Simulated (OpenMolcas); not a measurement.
# W⁵⁺ with 4 ligands (bromide): CASSCF and CASPT2 levels and susceptibility

Aim: the ligand-field states of W⁵⁺ in this surrounding, its lowest levels with spin-orbit coupling and its magnetic susceptibility.

Program: OpenMolcas 26.06. Level of theory: state-averaged CASSCF and CASPT2, spin-orbit coupling by RASSI with atomic mean-field integrals. These are calculated values, not measurements, unless marked.

### Step 1. Starting point

| Property | Result |
| --- | --- |
| Species | W⁵⁺ (tungsten, Z = 74, 69 electrons) |
| Basis | ANO-RCC-VTZP [8s7p5d3f2g1h], 212 functions with the ligands |
| Scalar Hamiltonian | DKH2, point nucleus |
| Inactive shells | 1s 2s 2p 3s 3p 3d 4s 4p 4d 4f 5s 5p of the metal, and all ligand shells |
| Active space | 1 electron in 5 orbitals (5d) |
| Some configurations of this space | 5d |
| Orbitals | optimised for each spin and parity, averaged over all roots |

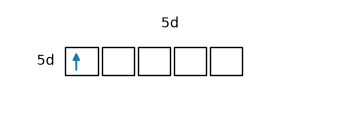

The shells outside the core, filled by Hund's rule for the drawing.

W⁵⁺ is taken with 4 ligands (bromide) in tetrahedron coordination (Td) at 2.31 Å. Ligand basis ANO-RCC-VDZP. The distances are assumed, not relaxed.

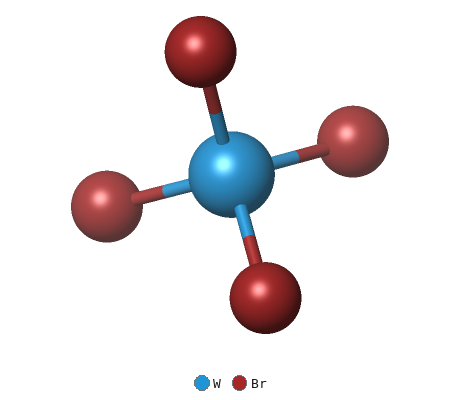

The cluster treated with basis functions (tungsten blue, bromine red).

```xyz
5

W     0.0000    0.0000    0.0000
Br    1.3337    1.3337    1.3337
Br    1.3337   -1.3337   -1.3337
Br   -1.3337    1.3337   -1.3337
Br   -1.3337   -1.3337    1.3337
```

The work runs as a chain of OpenMolcas steps in one folder; each step below is one input file. Labels, J, g values, rates, χT and fits are worked out afterwards by a script from the matrices that RASSI stores.

### Step 2. One- and two-electron integrals

a.inp reads:

```
&GATEWAY
Coord
5

W 0.0 0.0 0.0
Br 1.333679 1.333679 1.333679
Br 1.333679 -1.333679 -1.333679
Br -1.333679 1.333679 -1.333679
Br -1.333679 -1.333679 1.333679
Basis=W.ANO-RCC-VTZP,Br.ANO-RCC-VDZP
Group=NoSym
NoMove
AngMom=0.0 0.0 0.0
AMFI
RICD
&SEWARD
```

Run with:

```sh
> OMP_NUM_THREADS=1 MOLCAS_MEM=2457 MOLCAS_PROJECT=a pymolcas a.inp > a.log
```

### Step 3. CASSCF: doublets, 5 roots

a.inp reads:

```
&RASSCF
FileOrb=start.orb
Symmetry=1
Spin=2
nActEl=1 0 0
Inactive=106
Ras2=5
CIRoot=5 5 1
SDav=5
CIMx=300
Iter=150 100
PrWF=0.3
OrbListing=Nothing
MaxOrb=0
LevShft=1.0
>>> COPY $Project.JobIph JOB001
```

start.orb holds start orbitals that the driver prepared beforehand, or those of the step before.

### Step 4. RASSI: spin-orbit coupling between the states

a.inp reads:

```
&RASSI
NrOfJobIphs=1 5
1 2 3 4 5
IphNames
JOB001
EJob
SpinOrbit
DIPRint=1.0
SOCoupling=1000.0
Subsets=2
Property=9
'ANGMOM' 1 'ANGMOM' 2 'ANGMOM' 3 'MLTPL  1' 1 'MLTPL  1' 2 'MLTPL  1' 3
'AMFI' 1 'AMFI' 2 'AMFI' 3
SOProperty=3
'ANGMOM' 1 'ANGMOM' 2 'ANGMOM' 3
```

### Step 5. CASPT2: IPEA 0.25, imaginary shift 0.1 (83 orbitals frozen, the lowest in energy)

a.inp reads:

```
>>> COPY JOB001 $Project.JobIph
&CASPT2
Multistate=5 1 2 3 4 5
NoMult
Frozen=83
IPEA=0.25
Imaginary=0.1
MaxIter=60
WThr=0.0 0.3 0.05
PrWF=0.5
NoMix
```

(Steps that only read results are left out.)

Q: Predict the outcome of this session. Wanted: spin-free ground state; first state of the same spin within the active space; lowest level; next level.

The runs gave:

| quantity | value |
| --- | --- |
| method | SS-CASPT2, IPEA 0.25, imaginary shift 0.1 (83 orbitals frozen, the lowest in energy) |
| spin-free ground state | 2E, 2-fold in its orbital part |
| first state of the same spin within the active space | 2T2 at 10600 cm⁻¹ |
| lowest level | 4-fold Γ8 |
| next level | 11425.9 cm⁻¹ |
| χT at 300 K | 0.23 cm³ K/mol |
| effective moment at 300 K | 1.36 μB |

Cost by method:

```csv
method,time of its own steps,time with the reference
A. CASSCF,2.6 min,2.6 min
"B. SS-CASPT2, IPEA 0.25, imaginary shift 0.1 (83 orbitals frozen, the lowest in energy)",3.6 min,6.3 min
```

Times are of one thread on a shared host.

The spin-free ground state (2E) is 2-fold and keeps the highest spin of the shell. χT at 300 K is 0.23, against 0.38 cm³ K/mol for the spin alone, so orbital moment lowers it. A ligand-field fit to the states below 45000 cm-1 gives 10Dq = -10611 cm-1, the gap between the two states. CASPT2 does not keep the components of a term degenerate, and the means are used. An orbital doublet at a regular site is open to a Jahn-Teller distortion, which this geometry leaves out. The frozen orbitals are chosen by energy, so an outer shell of the metal can be frozen while a deeper shell elsewhere is correlated. The bonds are covalent and no ligand orbital is active, so the numbers are rough.
